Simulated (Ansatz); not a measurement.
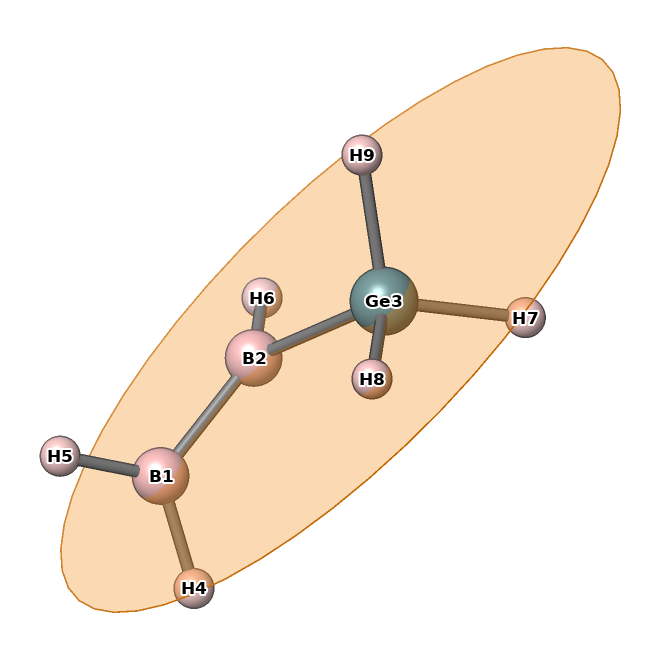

A disc through the centre of mass is drawn in. Depth is shown by fading: the farther an atom, the more it takes the colour of the background. Computed geometry: PBE0-D4/def2-TZVP optimisation.

### Is the plane of the disc a mirror plane of the structure?

Yes. The reflection leaves B1, B2, Ge3, H6, H8 in place and moves H4 ↔ H5; H7 ↔ H9. The point group is Cs.
